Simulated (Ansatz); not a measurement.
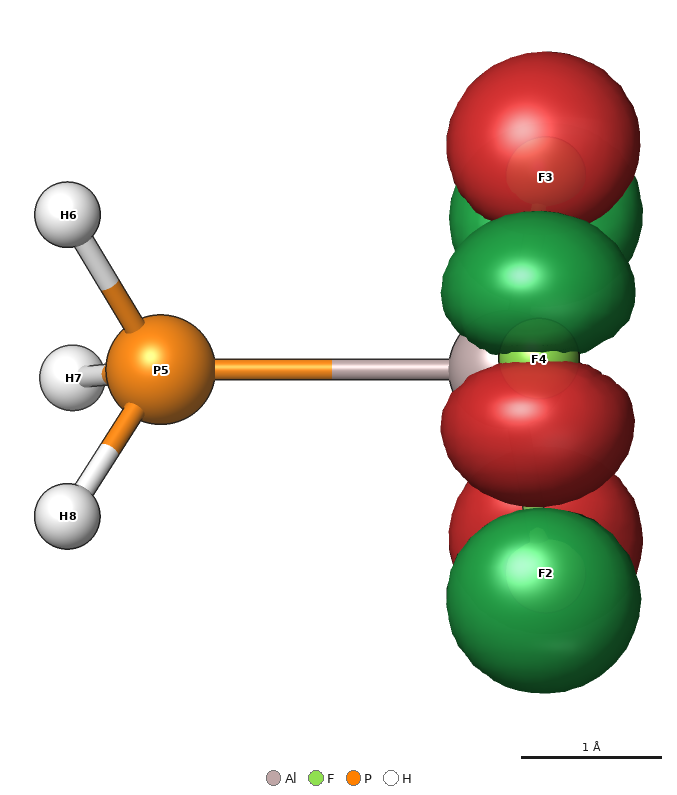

Figure 1: AlF₃H₃P (SMILES [F][Al-]([F])([F])[PH3+]). The HOMO−1 at ±0.15 Å⁻³ᐟ² (green and red are the two phases), seen across its widest extent.

Geometry: PBE0-D4/def2-SVP.

Theory: Ansatz 0.2.0, isolated molecule in a Gaussian basis; Kohn-Sham density functional theory, functional PBE0.

Input file:

```
crystal:
  periodic: [false, false, false]
  atoms:
    - {symbol: Al, position_ang: [-1.193448, -0.527023, 0.115736]}
    - {symbol: F, position_ang: [-1.403845, 0.836702, -0.812993]}
    - {symbol: F, position_ang: [-1.267236, -2.001399, -0.650645]}
    - {symbol: F, position_ang: [-1.678264, -0.459453, 1.705374]}
    - {symbol: P, position_ang: [1.270763, -0.389113, 0.455138]}
    - {symbol: H, position_ang: [1.886238, -1.403036, 1.226215]}
    - {symbol: H, position_ang: [2.095508, -0.415518, -0.693993]}
    - {symbol: H, position_ang: [1.782459, 0.760295, 1.102007]}
basis:
  gaussian: {orbitals: def2-TZVPD}
hamiltonian: {xc: pbe0}
output: {forces: true, orbitals: {seedname: orbitals}}
```

Run with:

```sh
ansatz run input.yaml --threads 2 --pin off --max-ram 5220MiB --events-out events.jsonl --progress --plain --runs-dir runs
```

**Where does this orbital lie, and at what energy?**

By Hirshfeld shares it lies mainly on F2 (about 30 %), F3 (about 30 %) and F4 (about 30 %); largely a combination of lone pairs on F2, F3 and F4. Its energy is −10.63 eV.
